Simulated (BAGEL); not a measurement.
**CH3BCl2O (methoxydichloroborane), step by step**

We compute a single-point energy (HF/def2-SVP), then a single-point energy (NEVPT2(2,2)/def2-SVP), then a single-point energy (CASPT2(2,2)/def2-SVP) of CH3BCl2O (methoxydichloroborane). 

The results are computed with BAGEL 1.2.2.

### Step 1. The system as given

The species is CH3BCl2O (8 atoms), meant as a singlet with charge 0. SMILES: `COB(Cl)Cl`. The C1–H7 distance was set to 1.472 Å, away from the relaxed value.

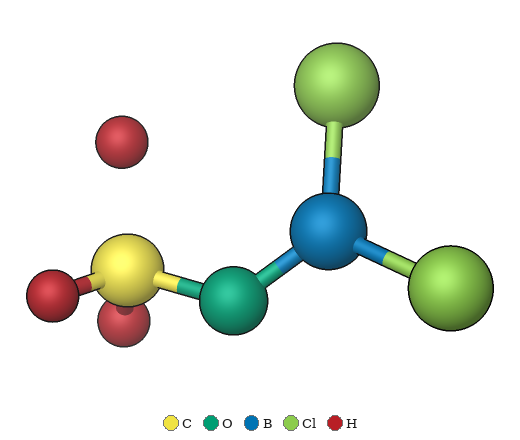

Viewed from a chosen angle; carbon yellow, oxygen teal, boron blue, chlorine green, hydrogen red.

### Step 2. A single-point energy at HF/def2-SVP (density fitting with svp-jkfit) (run 1)

File input.json:

```json
{ "bagel" : [

{
  "title" : "molecule",
  "basis" : "svp",
  "df_basis" : "svp-jkfit",
  "angstrom" : "true",
  "geometry" : [
    { "atom" : "C", "xyz" : [   -0.270031,   -0.968271,    0.763700 ] },
    { "atom" : "O", "xyz" : [   -0.096931,   -0.871271,   -0.639000 ] },
    { "atom" : "B", "xyz" : [    0.115969,    0.249329,   -1.324200 ] },
    { "atom" : "Cl", "xyz" : [    0.285869,    0.131529,   -3.064300 ] },
    { "atom" : "Cl", "xyz" : [    0.234769,    1.836529,   -0.566300 ] },
    { "atom" : "H", "xyz" : [    0.355069,   -1.786571,    1.120600 ] },
    { "atom" : "H", "xyz" : [    0.104200,    0.282000,    1.445200 ] },
    { "atom" : "H", "xyz" : [   -1.315831,   -1.199571,    0.971500 ] }
  ]
},
{
  "title" : "hf"
},
{
  "title" : "print",
  "file" : "orbitals.molden",
  "orbitals" : "true"
}

]}
```

Command:

```
$ BAGEL_NUM_THREADS=1 BAGEL input.json > input.out
```

What it wrote:

```text
* using 1 threads per process

  ===============================================================
  ===============================================================

  *** Geometry ***

  { "atom" : "C", "xyz" : [     -0.510285,     -1.829767,      1.443184 ] },
  { "atom" : "O", "xyz" : [     -0.183173,     -1.646464,     -1.207535 ] },
  { "atom" : "B", "xyz" : [      0.219150,      0.471164,     -2.502375 ] },
  { "atom" : "Cl", "xyz" : [      0.540214,      0.248554,     -5.790688 ] },
  { "atom" : "Cl", "xyz" : [      0.443649,      3.470537,     -1.070152 ] },
  { "atom" : "H", "xyz" : [      0.670983,     -3.376130,      2.117627 ] },
  { "atom" : "H", "xyz" : [      0.196909,      0.532903,      2.731032 ] },
  { "atom" : "H", "xyz" : [     -2.486560,     -2.266861,      1.835869 ] },

  Number of auxiliary basis functions:      537

  Since a DF basis is specified, we compute 2- and 3-index integrals:
    o Being stored without compression. Storage requirement is 0.037 GB

  Number of basis functions:       93
  Number of electrons      :       56

    * METHOD: MOLECULE                             0.24

  *** RHF ***

  === Nuclear Repulsion ===
   257.6212849563

      * DIIS with orbital gradients will be used.

  === RHF iteration (svp) ===
      0      -1057.71359188          0.01292203           0.09
      1      -1057.80327473          0.00888557           0.12
      2      -1057.84538307          0.00120212           0.12
      3      -1057.84685877          0.00022365           0.12
      4      -1057.84691269          0.00008552           0.12
      5      -1057.84691994          0.00002346           0.11
      6      -1057.84692093          0.00000712           0.08
      7      -1057.84692100          0.00000163           0.08
      8      -1057.84692101          0.00000056           0.08
      9      -1057.84692101          0.00000025           0.08
     10      -1057.84692101          0.00000006           0.08
     11      -1057.84692101          0.00000002           0.08
     12      -1057.84692101          0.00000001           0.08
    * SCF iteration converged.

    * Permanent dipole moment:
           (    0.167845,     0.340915,    -0.890140) a.u.

    * METHOD: HF                                   1.44

    * METHOD: PRINT                                0.01

  ===============================================================
```

Wall time 1.9 s (1 thread of Arm Neoverse V2, shared host); peak memory 0.15 GiB.

### Step 3. A single-point energy at NEVPT2(2,2)/def2-SVP (density fitting with svp-jkfit) (run 2)

File calc.json:

```json
{ "bagel" : [

{
  "title" : "molecule",
  "basis" : "svp",
  "df_basis" : "svp-jkfit",
  "angstrom" : "true",
  "geometry" : [
    { "atom" : "C", "xyz" : [   -0.270031,   -0.968271,    0.763700 ] },
    { "atom" : "O", "xyz" : [   -0.096931,   -0.871271,   -0.639000 ] },
    { "atom" : "B", "xyz" : [    0.115969,    0.249329,   -1.324200 ] },
    { "atom" : "Cl", "xyz" : [    0.285869,    0.131529,   -3.064300 ] },
    { "atom" : "Cl", "xyz" : [    0.234769,    1.836529,   -0.566300 ] },
    { "atom" : "H", "xyz" : [    0.355069,   -1.786571,    1.120600 ] },
    { "atom" : "H", "xyz" : [    0.104200,    0.282000,    1.445200 ] },
    { "atom" : "H", "xyz" : [   -1.315831,   -1.199571,    0.971500 ] }
  ]
},
{ "title" : "hf" },
{ "title" : "nevpt2", "nstate" : 1, "nact" : 2, "nclosed" : 27, "active" : [26, 30], "maxiter" : 200, "natocc" : "true", "ncore" : 13 },
{ "title" : "print", "file" : "orbitals.molden", "orbitals" : "true" }

]}
```

Command:

```
$ BAGEL_NUM_THREADS=1 BAGEL calc.json > calc.out
```

What it wrote:

```text
* using 1 threads per process

  ===============================================================
  ===============================================================

  *** Geometry ***

  { "atom" : "C", "xyz" : [     -0.510285,     -1.829767,      1.443184 ] },
  { "atom" : "O", "xyz" : [     -0.183173,     -1.646464,     -1.207535 ] },
  { "atom" : "B", "xyz" : [      0.219150,      0.471164,     -2.502375 ] },
  { "atom" : "Cl", "xyz" : [      0.540214,      0.248554,     -5.790688 ] },
  { "atom" : "Cl", "xyz" : [      0.443649,      3.470537,     -1.070152 ] },
  { "atom" : "H", "xyz" : [      0.670983,     -3.376130,      2.117627 ] },
  { "atom" : "H", "xyz" : [      0.196909,      0.532903,      2.731032 ] },
  { "atom" : "H", "xyz" : [     -2.486560,     -2.266861,      1.835869 ] },

  Number of auxiliary basis functions:      537

  Since a DF basis is specified, we compute 2- and 3-index integrals:
    o Being stored without compression. Storage requirement is 0.037 GB

  Number of basis functions:       93
  Number of electrons      :       56

    * METHOD: MOLECULE                             0.28

  *** RHF ***

  === Nuclear Repulsion ===
   257.6212849563

      * DIIS with orbital gradients will be used.

  === RHF iteration (svp) ===
      0      -1057.71359188          0.01292203           0.09
      1      -1057.80327473          0.00888557           0.08
      2      -1057.84538307          0.00120212           0.08
      3      -1057.84685877          0.00022365           0.08
      4      -1057.84691269          0.00008552           0.08
      5      -1057.84691994          0.00002346           0.08
      6      -1057.84692093          0.00000712           0.08
      7      -1057.84692100          0.00000163           0.08
      8      -1057.84692101          0.00000056           0.08
      9      -1057.84692101          0.00000025           0.11
     10      -1057.84692101          0.00000006           0.12
     11      -1057.84692101          0.00000002           0.11
     12      -1057.84692101          0.00000001           0.12
    * SCF iteration converged.

    * Permanent dipole moment:
           (    0.167845,     0.340915,    -0.890140) a.u.

    * METHOD: HF                                   1.42

    * freezing 13 orbitals
  ---------------------------
      CASSCF calculation
  ---------------------------

    ==== Active orbitals : =====
         Orbital 26
         Orbital 30
    ============================

    * nstate   :      1
    * nclosed  :     27
    * nact     :      2
    * nvirt    :     64
  === CASSCF iteration (svp) ===

    * Using the second-order algorithm

      0  0     -1057.84716903     6.11e-05      0.03

      1  0     -1057.86073583     1.29e-03      0.34

      2  0     -1057.87338790     6.20e-04      0.40

      3  0     -1057.87526450     1.61e-04      0.57

      4  0     -1057.87530406     2.80e-05      0.45

      5  0     -1057.87530476     4.28e-06      0.47

      6  0     -1057.87530477     7.70e-07      0.57

      7  0     -1057.87530477     1.69e-07      0.44

      8  0     -1057.87530477     4.11e-08      0.47

      9  0     -1057.87530477     1.03e-08      0.48

     10  0     -1057.87530477     2.62e-09      0.35

    * Second-order optimization converged. *

     guess   0:   closed 1.                   open ..

  === FCI iteration ===

      0  0     -1057.84611676     8.57e-02      0.00
      1  0     -1057.87530443     2.39e-04      0.00
      2  0 *   -1057.87530477     1.50e-15      0.00

     * ci vector, state   0, <S^2> = 0.0000
       2.     0.9858080307
       .2    -0.1678765219

  === DF-NEVPT2 calculation ===

    * 3-index integral transformation done
    * assembly done

      NEVPT2 correlation energy:   -0.6517259968      0.21

          (+0)     -0.5985349474
          (+0)'    -0.0146735471
          (+1)     -0.0082724738
          (+1)'    -0.0000000000
          (+2)     -0.0002440411
          (-1)     -0.0233707732
          (-1)'     0.0000000000
          (-2)     -0.0066302144

      NEVPT2 total energy:       -1058.5270307677

    * METHOD: NEVPT2                               5.17

    * METHOD: PRINT                                0.01

  ===============================================================
```

Wall time 7.2 s (1 thread of Arm Neoverse V2, shared host); peak memory 0.15 GiB.

### Step 4. The energy at CASPT2(2,2)/def2-SVP (density fitting with svp-jkfit) (run 3)

File job.json:

```json
{ "bagel": [

{
  "title": "molecule",
  "basis": "svp",
  "df_basis": "svp-jkfit",
  "angstrom": true,
  "geometry": [
    { "atom": "C", "xyz": [   -0.270031,   -0.968271,    0.763700 ] },
    { "atom": "O", "xyz": [   -0.096931,   -0.871271,   -0.639000 ] },
    { "atom": "B", "xyz": [    0.115969,    0.249329,   -1.324200 ] },
    { "atom": "Cl", "xyz": [    0.285869,    0.131529,   -3.064300 ] },
    { "atom": "Cl", "xyz": [    0.234769,    1.836529,   -0.566300 ] },
    { "atom": "H", "xyz": [    0.355069,   -1.786571,    1.120600 ] },
    { "atom": "H", "xyz": [    0.104200,    0.282000,    1.445200 ] },
    { "atom": "H", "xyz": [   -1.315831,   -1.199571,    0.971500 ] }
  ]
},
{
  "title": "hf"
},
{
  "title": "casscf",
  "nstate": 1,
  "nact": 2,
  "nclosed": 27,
  "active": [26, 30],
  "maxiter": 200,
  "natocc": true
},
{
  "title": "print",
  "file": "orbitals.molden",
  "orbitals": true
},
{
  "title": "smith",
  "method": "caspt2",
  "ms": true,
  "xms": true,
  "sssr": true,
  "shift": 0.2,
  "shift_imag": true,
  "ncore": 13
}

]}
```

Command:

```
$ BAGEL_NUM_THREADS=1 BAGEL job.json > job.out
```

What it wrote:

```text
* using 1 threads per process

  ===============================================================
  ===============================================================

  *** Geometry ***

  { "atom" : "C", "xyz" : [     -0.510285,     -1.829767,      1.443184 ] },
  { "atom" : "O", "xyz" : [     -0.183173,     -1.646464,     -1.207535 ] },
  { "atom" : "B", "xyz" : [      0.219150,      0.471164,     -2.502375 ] },
  { "atom" : "Cl", "xyz" : [      0.540214,      0.248554,     -5.790688 ] },
  { "atom" : "Cl", "xyz" : [      0.443649,      3.470537,     -1.070152 ] },
  { "atom" : "H", "xyz" : [      0.670983,     -3.376130,      2.117627 ] },
  { "atom" : "H", "xyz" : [      0.196909,      0.532903,      2.731032 ] },
  { "atom" : "H", "xyz" : [     -2.486560,     -2.266861,      1.835869 ] },

  Number of auxiliary basis functions:      537

  Since a DF basis is specified, we compute 2- and 3-index integrals:
    o Being stored without compression. Storage requirement is 0.037 GB

  Number of basis functions:       93
  Number of electrons      :       56

    * METHOD: MOLECULE                             0.24

  *** RHF ***

  === Nuclear Repulsion ===
   257.6212849563

      * DIIS with orbital gradients will be used.

  === RHF iteration (svp) ===
      0      -1057.71359188          0.01292203           0.09
      1      -1057.80327473          0.00888557           0.08
      2      -1057.84538307          0.00120212           0.08
      3      -1057.84685877          0.00022365           0.09
      4      -1057.84691269          0.00008552           0.12
      5      -1057.84691994          0.00002346           0.12
      6      -1057.84692093          0.00000712           0.12
      7      -1057.84692100          0.00000163           0.12
      8      -1057.84692101          0.00000056           0.11
      9      -1057.84692101          0.00000025           0.08
     10      -1057.84692101          0.00000006           0.08
     11      -1057.84692101          0.00000002           0.08
     12      -1057.84692101          0.00000001           0.08
    * SCF iteration converged.

    * Permanent dipole moment:
           (    0.167845,     0.340915,    -0.890140) a.u.

    * METHOD: HF                                   1.43

  ---------------------------
      CASSCF calculation
  ---------------------------

    ==== Active orbitals : =====
         Orbital 26
         Orbital 30
    ============================

    * nstate   :      1
    * nclosed  :     27
    * nact     :      2
    * nvirt    :     64
  === CASSCF iteration (svp) ===

    * Using the second-order algorithm

      0  0     -1057.84716903     6.11e-05      0.02

      1  0     -1057.86073583     1.29e-03      0.36

      2  0     -1057.87338790     6.20e-04      0.56

      3  0     -1057.87526450     1.61e-04      0.41

      4  0     -1057.87530406     2.80e-05      0.47

      5  0     -1057.87530476     4.28e-06      0.56

      6  0     -1057.87530477     7.70e-07      0.42

      7  0     -1057.87530477     1.69e-07      0.53

      8  0     -1057.87530477     4.11e-08      0.47

      9  0     -1057.87530477     1.03e-08      0.39

     10  0     -1057.87530477     2.62e-09      0.43

    * Second-order optimization converged. *

     guess   0:   closed 1.                   open ..

  === FCI iteration ===

      0  0     -1057.84611676     8.57e-02      0.00
      1  0     -1057.87530443     2.39e-04      0.00
      2  0 *   -1057.87530477     1.50e-15      0.00

     * ci vector, state   0, <S^2> = 0.0000
       2.     0.9858080307
       .2    -0.1678765219

    * METHOD: CASSCF                               4.85

    * METHOD: PRINT                                0.01

  === SMITH program ===

    * freezing 13 orbitals

    * Approximate memory requirement for SMITH calulation per MPI process:
      o Storage requirement for T-amplitude, lambda, and residual is 0.03 GB
      o Storage requirement for MO integrals is 0.01 GB
    * Calculating and saving rdm4f

    * Zeroth order energy : state  0       -0.9691035746

    * CASPT2 iteration is performed using orthogonal basis

      -------------------------------------------  CASPT2 iteration  ---------------------------------------------------
       #      aibj      arbs      arbi      airj      risj      airs      arst      rist         Etot      error   time
      ------------------------------------------------------------------------------------------------------------------

       0  -0.59676  -0.00795  -0.02424  -0.00890  -0.00035  -0.01314   0.00000  -0.00000   -0.6513489  0.0011071   0.10
       1  -0.59692  -0.00800  -0.02432  -0.00902  -0.00037  -0.01341  -0.00000  -0.00000   -0.6520387  0.0001737   0.09
       2  -0.59693  -0.00800  -0.02431  -0.00903  -0.00037  -0.01342  -0.00000  -0.00000   -0.6520590  0.0000329   0.09
       3  -0.59692  -0.00800  -0.02432  -0.00903  -0.00037  -0.01342  -0.00000  -0.00000   -0.6520595  0.0000067   0.09
       4  -0.59692  -0.00800  -0.02432  -0.00903  -0.00037  -0.01342  -0.00000  -0.00000   -0.6520596  0.0000013   0.10
       5  -0.59692  -0.00800  -0.02432  -0.00903  -0.00037  -0.01342  -0.00000  -0.00000   -0.6520596  0.0000002   0.10

      ------------------------------------------------------------------------------------------------------------------

    * CASPT2 energy : state  0    -1058.5304619217
        w/o shift correction      -1058.5273643273
        reference weight              0.8253607538

    * METHOD: SMITH                                0.90

  ===============================================================
```

It took 7.8 s on 1 thread of Arm Neoverse V2, shared host; peak memory 0.27 GiB.

### Step 5. Summary of results

| quantity | value |
| --- | --- |
| run 1, HF/def2-SVP: total energy | -1057.84692 Eh |
| run 1, HF/def2-SVP: dipole moment | 2.46 D |
| run 1, HF/def2-SVP: HOMO energy | -11.94 eV |
| run 1, HF/def2-SVP: LUMO energy | 3.95 eV |
| run 1, HF/def2-SVP: HOMO–LUMO gap | 15.89 eV |
| run 2, NEVPT2(2,2)/def2-SVP: total energy | -1058.52703 Eh |
| run 3, CASPT2(2,2)/def2-SVP: total energy | -1058.53046 Eh |
